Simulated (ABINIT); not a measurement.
**Li3ClO (Pm-3m): third-order response**

Which lines does Li3ClO (Pm-3m) show in Raman and infrared spectra?

Calculated with ABINIT 10.8.3; DFT LDA, scalar-relativistic, plane waves, PseudoDojo norm-conserving pseudopotentials.

## 1. The starting structure

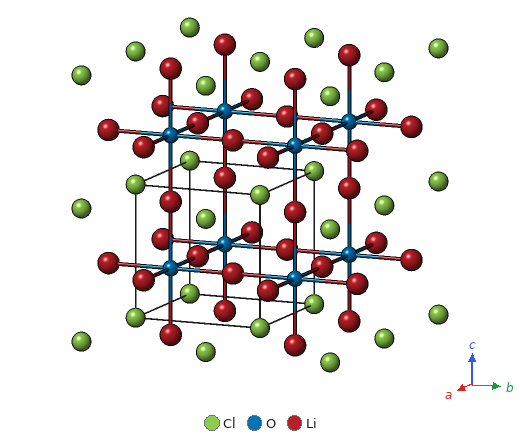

The starting structure, seen slightly off an axis (chlorine green, oxygen blue, lithium red). 2×2×2 cells are drawn. Some periodic images of atoms are drawn too.

## 2. A first look

A first run with smearing and empty bands tells whether the crystal has a gap, which decides between fixed occupations and smearing later on.

The input, probe.abi:

```
# ground state
tolvrs 1.0d-08
prtden 1
prtwf 1

# basis, mesh and filling
ecut 36.0
ngkpt 4 4 4
nshiftk 1
shiftk 0.0 0.0 0.0
istwfk *1
occopt 7
tsmear 0.005
nband 18
nstep 100
diemac 9.0
prtebands 0
prtgsr 0

# cell and atoms
acell 3*1.0 Angstrom
rprim 
    4.4064 0.0 0.0
    0.0 4.4064 0.0
    0.0 0.0 4.4064
ntypat 3
znucl 17 8 3
natom 5
typat 1 2 3 3 3
xred 
    0.0 0.0 0.0
    0.5 0.5 0.5
    0.5 0.5 0.0
    0.5 0.0 0.5
    0.0 0.5 0.5
pp_dirpath "./pseudo"
pseudos "Cl.upf, O.upf, Li.upf"
```

Launch:

```bash
$ OMP_NUM_THREADS=1 mpirun -n 4 abinit probe.abi > probe.log
```

Numbers of over 12 decimals in the logs are rounded to 6 here.

probe.abo, the main output file:

```text
[banners, grids, parts of the stress and lines that vanish by symmetry left out]
- input  file    -> probe.abi
- output file    -> probe.abo
- root for input  files -> probei
[...]
Symmetries : space group Pm -3 m (#221); Bravais cP (primitive cubic)
[...]
mpw =        6031          nfft =      110592          nkpt =          10
[...]
== DATASET  1 ==================================================================
[...]
cutoff_energies: {ecut:  36.0, pawecutdg:  -1.0, }
[...]
ETOT  1  -54.135320619163    -5.414E+01 7.596E-02 1.681E+03
 ETOT  2  -53.342961999532     7.924E-01 5.776E-03 4.568E+03
 ETOT  3  -54.397604869873    -1.055E+00 1.201E-02 3.582E+02
 ETOT  4  -54.463659144161    -6.605E-02 7.425E-04 1.270E+01
 ETOT  5  -54.464724338186    -1.065E-03 2.829E-04 2.196E+00
[...]
ETOT 10  -54.464963477962    -5.919E-09 3.633E-05 2.410E-07
 ETOT 11  -54.464963477989    -2.674E-11 3.916E-05 2.907E-09
 At SCF step   11       vres2   =  2.91E-09 < tolvrs=  1.00E-08 =>converged.
[...]
sigma(1 1)=  3.98082307E-04  sigma(3 2)=  0.00000000E+00
  sigma(2 2)=  3.98082307E-04  sigma(3 1)=  0.00000000E+00
  sigma(3 3)=  3.98082307E-04  sigma(2 1)=  0.00000000E+00
[...]
convergence: {deltae: -2.674E-11, res2:  2.907E-09, residm:  3.916E-05, diffor: null, }
etotal    :  -5.44649635E+01
[...]
sigma(1 1)=  3.98082307E-04  sigma(3 2)=  0.00000000E+00
  sigma(2 2)=  3.98082307E-04  sigma(3 1)=  0.00000000E+00
  sigma(3 3)=  3.98082307E-04  sigma(2 1)=  0.00000000E+00
[...]
- sigma(1 1)=  1.17119858E+01  sigma(3 2)=  0.00000000E+00
- sigma(2 2)=  1.17119858E+01  sigma(3 1)=  0.00000000E+00
- sigma(3 3)=  1.17119858E+01  sigma(2 1)=  0.00000000E+00
[...]
fcart     -0.0000000000E+00 -0.0000000000E+00 -0.0000000000E+00
           strten      3.9808230733E-04  3.9808230733E-04  3.9808230733E-04
================================================================================

[key lines of the parts left out:]
pressure_GPa:  -1.1712E+01
```

The job ended after 11 s (4 MPI ranks of Arm Neoverse V2, shared host; 44 s of CPU time).

Numbers from this step:

* volume per atom: 17.11 Å³
* pressure: -11.71 GPa
* gap on the k-mesh: 2.871 eV

A gap of 2.9 eV opens on this mesh, so the crystal is taken as an insulator; the printed pressure holds the stress of the finite basis too.

## 3. Rough relaxation

The typed start is rough, so a first relaxation with smearing and loose thresholds takes it towards rest cheaply.

The input, prerelax.abi:

```
# relaxation
ionmov 2
optcell 2
dilatmx 1.15
chkdilatmx 0
ntime 40
tolmxf 3.0d-04
tolvrs 1.0d-10
prtwf 0
prtden 0
chksymtnons 0

# basis, mesh and filling
ecut 36.0
ecutsm 3.0
ngkpt 4 4 4
nshiftk 1
shiftk 0.0 0.0 0.0
istwfk *1
occopt 7
tsmear 0.005
nband 18
nstep 100
diemac 9.0
prtebands 0
prtgsr 0

# cell and atoms
acell 3*1.0 Angstrom
rprim 
    4.4064 0.0 0.0
    0.0 4.4064 0.0
    0.0 0.0 4.4064
ntypat 3
znucl 17 8 3
natom 5
typat 1 2 3 3 3
xred 
    0.0 0.0 0.0
    0.5 0.5 0.5
    0.5 0.5 0.0
    0.5 0.0 0.5
    0.0 0.5 0.5
pp_dirpath "./pseudo"
pseudos "Cl.upf, O.upf, Li.upf"
```

Launch:

```bash
$ OMP_NUM_THREADS=1 mpirun -n 4 abinit prerelax.abi > prerelax.log
```

prerelax.abo, the main output file:

```text
[banners, grids, parts of the stress and lines that vanish by symmetry left out]
- input  file    -> prerelax.abi
- output file    -> prerelax.abo
- root for input  files -> prerelaxi
[...]
Symmetries : space group Pm -3 m (#221); Bravais cP (primitive cubic)
[...]
mpw =        9104          nfft =      157464          nkpt =          10
[...]
== DATASET  1 ==================================================================
[...]
cutoff_energies: {ecut:  36.0, pawecutdg:  -1.0, }
[...]
ETOT  1  -54.116361670994    -5.412E+01 1.036E-01 2.470E+03
 ETOT  2  -53.258827395809     8.575E-01 4.445E-03 7.021E+03
 ETOT  3  -54.400558028647    -1.142E+00 1.250E-02 4.990E+02
 ETOT  4  -54.460700471681    -6.014E-02 5.029E-04 4.600E+01
 ETOT  5  -54.464451104771    -3.751E-03 1.454E-04 1.530E+00
[...]
At SCF step   12       vres2   =  6.84E-11 < tolvrs=  1.00E-10 =>converged.
[...]
ETOT  8  -54.526705890588    -1.592E-12 1.859E-10 1.626E-11
 At SCF step    8       vres2   =  1.63E-11 < tolvrs=  1.00E-10 =>converged.
[...]
sigma(1 1)=  6.13125903E-07  sigma(3 2)=  0.00000000E+00
  sigma(2 2)=  6.13125903E-07  sigma(3 1)=  0.00000000E+00
  sigma(3 3)=  6.13125903E-07  sigma(2 1)=  0.00000000E+00
[...]
convergence: {deltae: -1.592E-12, res2:  1.626E-11, residm:  1.859E-10, diffor: null, }
etotal    :  -5.45267059E+01
[...]
At Broyd/MD step   8, gradients are converged :
[...]
sigma(1 1)=  6.13125903E-07  sigma(3 2)=  0.00000000E+00
  sigma(2 2)=  6.13125903E-07  sigma(3 1)=  0.00000000E+00
  sigma(3 3)=  6.13125903E-07  sigma(2 1)=  0.00000000E+00
[...]
- sigma(1 1)=  1.80387869E-02  sigma(3 2)=  0.00000000E+00
- sigma(2 2)=  1.80387869E-02  sigma(3 1)=  0.00000000E+00
- sigma(3 3)=  1.80387869E-02  sigma(2 1)=  0.00000000E+00
[...]
fcart     -0.0000000000E+00 -0.0000000000E+00 -0.0000000000E+00
           strten      6.1312590313E-07  6.1312590313E-07  6.1312590313E-07
================================================================================

[key lines of the parts left out:]
pressure_GPa:  -1.8039E-02
Total energy (etotal) [Ha]= -5.45267058905883E+01
```

Elapsed: 2 min, on 4 MPI ranks; 7.9 min of CPU time.

Relaxation path:

```
step  energy less that of the first step (eV)  largest force (eV/Å)  volume (Å³)
   1                                   0.0000                0.0000        85.56
   2                                  -0.2114                0.0000        82.59
   3                                   2.3679                0.0000        31.94
   4                                  -1.2091                0.0000        67.49
   5                                  -1.5610                0.0000        60.12
   6                                  -1.6737                0.0000        51.43
   7                                  -1.6911                0.0000        53.87
   8                                  -1.6914                0.0000        53.56
```

```
     cell as run  before  after   change
           a (Å)   4.406  3.770  -14.5 %
           b (Å)   4.406  3.770  -14.5 %
           c (Å)   4.406  3.770  -14.5 %
volume (Å³/atom)   17.11  10.71  -37.4 %
```

The relaxed structure:

```
Cl O Li
1.0
     3.76957    0.00000    0.00000
     0.00000    3.76957    0.00000
     0.00000    0.00000    3.76957
Cl O Li
1 1 3
Direct
  0.00000 0.00000 0.00000
  0.50000 0.50000 0.50000
  0.50000 0.50000 0.00000
  0.50000 0.00000 0.50000
  0.00000 0.50000 0.50000
```

This step gave:

```yaml
volume_per_atom: 10.71 Å³
pressure: -0.01804 GPa
gap_on_the_k_mesh: 4.702 eV
```

The volume changes by -37.4 % in this run and stands -37.4 % from the first cell.

## 4. Rough relaxation

The cell changed much, so the rough relaxation is repeated on a basis made for the new cell.

Changes to prerelax.abi since step 3:

```diff
@@ -30,5 +30,5 @@
 rprim 
-    4.4064 0.0 0.0
-    0.0 4.4064 0.0
-    0.0 0.0 4.4064
+    3.769571497 0.0 0.0
+    0.0 3.769571497 0.0
+    0.0 0.0 3.769571497
 ntypat 3
```

prerelax.abo, the main output file:

```text
[banners, grids, parts of the stress and lines that vanish by symmetry left out]
- input  file    -> prerelax.abi
- output file    -> prerelax.abo
- root for input  files -> prerelaxi
[...]
Symmetries : space group Pm -3 m (#221); Bravais cP (primitive cubic)
[...]
mpw =        5702          nfft =      110592          nkpt =          10
[...]
== DATASET  1 ==================================================================
[...]
cutoff_energies: {ecut:  36.0, pawecutdg:  -1.0, }
[...]
ETOT  1  -54.222693640497    -5.422E+01 5.509E-02 2.471E+03
 ETOT  2  -53.915652359967     3.070E-01 2.982E-02 3.426E+03
 ETOT  3  -54.489782604318    -5.741E-01 1.198E-02 2.586E+02
 ETOT  4  -54.524944379113    -3.516E-02 1.181E-03 9.185E+00
 ETOT  5  -54.525761760031    -8.174E-04 6.564E-04 6.061E+00
[...]
ETOT 10  -54.526705863805    -4.619E-12 4.336E-06 2.511E-10
 ETOT 11  -54.526705863806    -8.740E-13 4.038E-06 6.716E-13
 At SCF step   11       vres2   =  6.72E-13 < tolvrs=  1.00E-10 =>converged.
[...]
sigma(1 1)=  6.13515895E-07  sigma(3 2)=  0.00000000E+00
  sigma(2 2)=  6.13515895E-07  sigma(3 1)=  0.00000000E+00
  sigma(3 3)=  6.13515895E-07  sigma(2 1)=  0.00000000E+00
[...]
convergence: {deltae: -8.740E-13, res2:  6.716E-13, residm:  4.038E-06, diffor: null, }
etotal    :  -5.45267059E+01
[...]
At Broyd/MD step   1, gradients are converged :
[...]
sigma(1 1)=  6.13515895E-07  sigma(3 2)=  0.00000000E+00
  sigma(2 2)=  6.13515895E-07  sigma(3 1)=  0.00000000E+00
  sigma(3 3)=  6.13515895E-07  sigma(2 1)=  0.00000000E+00
[...]
- sigma(1 1)=  1.80502608E-02  sigma(3 2)=  0.00000000E+00
- sigma(2 2)=  1.80502608E-02  sigma(3 1)=  0.00000000E+00
- sigma(3 3)=  1.80502608E-02  sigma(2 1)=  0.00000000E+00
[...]
fcart     -0.0000000000E+00 -0.0000000000E+00 -0.0000000000E+00
           strten      6.1351589472E-07  6.1351589472E-07  6.1351589472E-07
================================================================================

[key lines of the parts left out:]
pressure_GPa:  -1.8050E-02
Total energy (etotal) [Ha]= -5.45267058638058E+01
```

Wall time 11 s (4 MPI ranks); 42 s of CPU time.

Little changed from the start: no atom moved by 0.005 Å and no cell edge by 0.1 %.

Read from the output:

```yaml
pressure: -0.01805 GPa
```

The volume changes by +0.0 % in this run and stands -37.4 % from the first cell.

## 5. Relaxation

The harmonic expansion needs vanishing forces, and a free crystal bears no stress, so cell and atoms are brought to rest. Stress is more sensitive to the basis than forces are: the last 3 Ha under the cutoff are smoothed with ecutsm, and the cutoff is raised above that of the later runs.

The input, relax.abi:

```
# relaxation
ionmov 2
optcell 2
dilatmx 1.08
ntime 40
tolmxf 1.0d-05
tolvrs 1.0d-14
prtwf 0
prtden 0
chksymtnons 0

# basis, mesh and filling
ecut 44.0
ecutsm 3.0
ngkpt 4 4 4
nshiftk 1
shiftk 0.0 0.0 0.0
istwfk *1
occopt 1
nband 11
nstep 100
diemac 9.0
prtebands 0
prtgsr 0

# cell and atoms
acell 3*1.0 Angstrom
rprim 
    3.7695715 0.0 0.0
    0.0 3.7695715 0.0
    0.0 0.0 3.7695715
ntypat 3
znucl 17 8 3
natom 5
typat 1 2 3 3 3
xred 
    0.0 0.0 0.0
    0.5 0.5 0.5
    0.5 0.5 0.0
    0.5 0.0 0.5
    0.0 0.5 0.5
pp_dirpath "./pseudo"
pseudos "Cl.upf, O.upf, Li.upf"
```

Launch:

```bash
$ OMP_NUM_THREADS=1 mpirun -n 4 abinit relax.abi > relax.log
```

relax.abo, the main output file:

```text
[banners, grids, parts of the stress and lines that vanish by symmetry left out]
- input  file    -> relax.abi
- output file    -> relax.abo
- root for input  files -> relaxi
[...]
Symmetries : space group Pm -3 m (#221); Bravais cP (primitive cubic)
[...]
mpw =        6382          nfft =      110592          nkpt =          10
[...]
== DATASET  1 ==================================================================
[...]
cutoff_energies: {ecut:  44.0, pawecutdg:  -1.0, }
[...]
ETOT  1  -54.174406078571    -5.417E+01 2.750E-01 1.663E+03
 ETOT  2  -54.324572039090    -1.502E-01 6.245E-04 1.036E+03
 ETOT  3  -54.493079085465    -1.685E-01 1.669E-03 2.572E+02
 ETOT  4  -54.526611200131    -3.353E-02 9.076E-04 4.707E+00
 ETOT  5  -54.526605791322     5.409E-06 8.281E-06 5.840E+00
[...]
At SCF step   14       vres2   =  3.38E-15 < tolvrs=  1.00E-14 =>converged.
[...]
sigma(1 1)=  4.41410670E-07  sigma(3 2)=  0.00000000E+00
  sigma(2 2)=  4.41410670E-07  sigma(3 1)=  0.00000000E+00
  sigma(3 3)=  4.41410670E-07  sigma(2 1)=  0.00000000E+00
[...]
convergence: {deltae: -2.274E-13, res2:  3.383E-15, residm:  3.221E-17, diffor: null, }
etotal    :  -5.45275160E+01
[...]
ETOT  1  -54.527516023730    -5.453E+01 3.134E-12 2.491E-04
[...]
At SCF step    8       vres2   =  2.31E-15 < tolvrs=  1.00E-14 =>converged.
[...]
sigma(1 1)=  3.56115247E-07  sigma(3 2)=  0.00000000E+00
  sigma(2 2)=  3.56115247E-07  sigma(3 1)=  0.00000000E+00
  sigma(3 3)=  3.56115247E-07  sigma(2 1)=  0.00000000E+00
[...]
convergence: {deltae: -4.597E-12, res2:  2.315E-15, residm:  2.336E-18, diffor: null, }
etotal    :  -5.45275161E+01
[...]
ETOT  1  -54.527515513797    -5.453E+01 1.249E-10 4.338E-03
[...]
ETOT  8  -54.527516065973    -9.948E-13 3.870E-17 3.786E-14
 ETOT  9  -54.527516065971     2.089E-12 2.654E-19 3.986E-15
 At SCF step    9       vres2   =  3.99E-15 < tolvrs=  1.00E-14 =>converged.
[...]
sigma(1 1)= -9.08810063E-11  sigma(3 2)=  0.00000000E+00
  sigma(2 2)= -9.08810037E-11  sigma(3 1)=  0.00000000E+00
  sigma(3 3)= -9.08810037E-11  sigma(2 1)=  0.00000000E+00
[...]
convergence: {deltae:  2.089E-12, res2:  3.986E-15, residm:  2.654E-19, diffor: null, }
etotal    :  -5.45275161E+01
[...]
At Broyd/MD step   3, gradients are converged :
[...]
sigma(1 1)= -9.08810063E-11  sigma(3 2)=  0.00000000E+00
  sigma(2 2)= -9.08810037E-11  sigma(3 1)=  0.00000000E+00
  sigma(3 3)= -9.08810037E-11  sigma(2 1)=  0.00000000E+00
[...]
- sigma(1 1)= -2.67381152E-06  sigma(3 2)=  0.00000000E+00
- sigma(2 2)= -2.67381144E-06  sigma(3 1)=  0.00000000E+00
- sigma(3 3)= -2.67381144E-06  sigma(2 1)=  0.00000000E+00
[...]
fcart     -0.0000000000E+00 -0.0000000000E+00 -0.0000000000E+00
           strten     -9.0881006280E-11 -9.0881003677E-11 -9.0881003677E-11
================================================================================

[key lines of the parts left out:]
pressure_GPa:   2.6738E-06
Total energy (etotal) [Ha]= -5.45275160659707E+01
```

Run time: 18 s. Hardware: 4 MPI ranks; 71 s of CPU time.

Little changed from the start: no atom moved by 0.005 Å and no cell edge by 0.1 %.

Read from the output:

| Item | Value |
| --- | --- |
| pressure | 2.67e-6 GPa |

The volume changes by -0.0 % in this run and stands -37.4 % from the first cell.

## 6. Self-consistent run for the response

The response is built on these wavefunctions, so the potential is converged far more tightly than an energy would need. The mesh is shifted off Γ, since shifted meshes converge sums over the zone faster.

The input, gs.abi:

```
# ground state
tolvrs 1.0d-16
prtden 1
prtwf 1

# basis, mesh and filling
ecut 36.0
ngkpt 4 4 4
nshiftk 1
shiftk 0.5 0.5 0.5
istwfk *1
occopt 1
nband 11
nstep 100
diemac 9.0
prtebands 0
prtgsr 0

# cell and atoms
acell 3*1.0 Angstrom
rprim 
    3.769313216 0.0 0.0
    0.0 3.769313216 0.0
    0.0 0.0 3.769313216
ntypat 3
znucl 17 8 3
natom 5
typat 1 2 3 3 3
xred 
    0.0 0.0 0.0
    0.5 0.5 0.5
    0.5 0.5 0.0
    0.5 0.0 0.5
    0.0 0.5 0.5
pp_dirpath "./pseudo"
pseudos "Cl.upf, O.upf, Li.upf"
```

Launch:

```bash
$ OMP_NUM_THREADS=1 mpirun -n 4 abinit gs.abi > gs.log
```

gs.abo, the main output file:

```text
[banners, grids, parts of the stress and lines that vanish by symmetry left out]
- input  file    -> gs.abi
- output file    -> gs.abo
- root for input  files -> gsi
[...]
Symmetries : space group Pm -3 m (#221); Bravais cP (primitive cubic)
[...]
mpw =        3740          nfft =       64000          nkpt =           4
[...]
== DATASET  1 ==================================================================
[...]
cutoff_energies: {ecut:  36.0, pawecutdg:  -1.0, }
[...]
ETOT  1  -54.215091461916    -5.422E+01 1.758E-01 1.358E+03
 ETOT  2  -53.976369404586     2.387E-01 2.541E-04 1.757E+03
 ETOT  3  -54.500590168566    -5.242E-01 3.353E-03 1.237E+02
 ETOT  4  -54.526707599420    -2.612E-02 8.948E-04 1.792E+00
 ETOT  5  -54.526888706340    -1.811E-04 3.970E-07 1.276E+00
[...]
ETOT 13  -54.527223890491     2.110E-12 1.279E-17 1.279E-15
 ETOT 14  -54.527223890490     1.236E-12 7.783E-20 8.920E-17
 At SCF step   14       vres2   =  8.92E-17 < tolvrs=  1.00E-16 =>converged.
[...]
sigma(1 1)=  1.49781832E-05  sigma(3 2)=  0.00000000E+00
  sigma(2 2)=  1.49781832E-05  sigma(3 1)=  0.00000000E+00
  sigma(3 3)=  1.49781832E-05  sigma(2 1)=  0.00000000E+00
[...]
convergence: {deltae:  1.236E-12, res2:  8.920E-17, residm:  7.783E-20, diffor: null, }
etotal    :  -5.45272239E+01
[...]
sigma(1 1)=  1.49781832E-05  sigma(3 2)=  0.00000000E+00
  sigma(2 2)=  1.49781832E-05  sigma(3 1)=  0.00000000E+00
  sigma(3 3)=  1.49781832E-05  sigma(2 1)=  0.00000000E+00
[...]
- sigma(1 1)=  4.40673365E-01  sigma(3 2)=  0.00000000E+00
- sigma(2 2)=  4.40673365E-01  sigma(3 1)=  0.00000000E+00
- sigma(3 3)=  4.40673365E-01  sigma(2 1)=  0.00000000E+00
[...]
fcart     -0.0000000000E+00 -0.0000000000E+00 -0.0000000000E+00
           strten      1.4978183237E-05  1.4978183237E-05  1.4978183237E-05
================================================================================

[key lines of the parts left out:]
pressure_GPa:  -4.4067E-01
```

Elapsed: 3.6 s, on 4 MPI ranks; 14 s of CPU time.

This step gave:

```
pressure : -0.4407 GPa
```

The cell stands at -0.44 GPa: the relaxation ran with a smoothed and higher cutoff and on another k mesh.

## 7. Empty bands

Empty bands on the ground state's density check that the gap assumed so far is there in this cell.

The input, gap.abi:

```
# empty bands on the ground state's density
iscf -2
getden_filepath "gso_DEN"
tolwfr 1.0d-12
nbdbuf 2
prtwf 0

# basis, mesh and filling
ecut 36.0
ngkpt 4 4 4
nshiftk 1
shiftk 0.0 0.0 0.0
istwfk *1
occopt 1
nband 15
nstep 100
diemac 9.0
prtebands 0
prtgsr 0

# cell and atoms
acell 3*1.0 Angstrom
rprim 
    3.769313216 0.0 0.0
    0.0 3.769313216 0.0
    0.0 0.0 3.769313216
ntypat 3
znucl 17 8 3
natom 5
typat 1 2 3 3 3
xred 
    0.0 0.0 0.0
    0.5 0.5 0.5
    0.5 0.5 0.0
    0.5 0.0 0.5
    0.0 0.5 0.5
pp_dirpath "./pseudo"
pseudos "Cl.upf, O.upf, Li.upf"
```

Launch:

```bash
$ OMP_NUM_THREADS=1 mpirun -n 4 abinit gap.abi > gap.log
```

gap.abo, the main output file:

```text
[banners, grids, parts of the stress and lines that vanish by symmetry left out]
- input  file    -> gap.abi
- output file    -> gap.abo
- root for input  files -> gapi
[...]
Symmetries : space group Pm -3 m (#221); Bravais cP (primitive cubic)
[...]
mpw =        3764          nfft =       64000          nkpt =          10
[...]
== DATASET  1 ==================================================================
[...]
cutoff_energies: {ecut:  36.0, pawecutdg:  -1.0, }
[...]
-outvars: echo values of variables after computation
            acell      1.8897261259E+00  1.8897261259E+00  1.8897261259E+00 Bohr
================================================================================
```

Wall time 4.7 s (4 MPI ranks); 18 s of CPU time.

This step gave:

- gap on the k-mesh: 4.700 eV

In this cell the gap on the mesh is 4.7 eV, direct, so fixed occupations hold.

[end of part 1 of 3]

[Host names and launcher messages were left out of these logs when they were recorded.]

[Logs are printed without paths, hosts, clocks, repeated set-up lines and the standing remarks that a program may print on its own settings, such as how far it seeks lower states.]

[Hosts, paths, dates, database ids (printed as entryN), source tags and the programs' standing remarks are cut or masked in the printed files.]
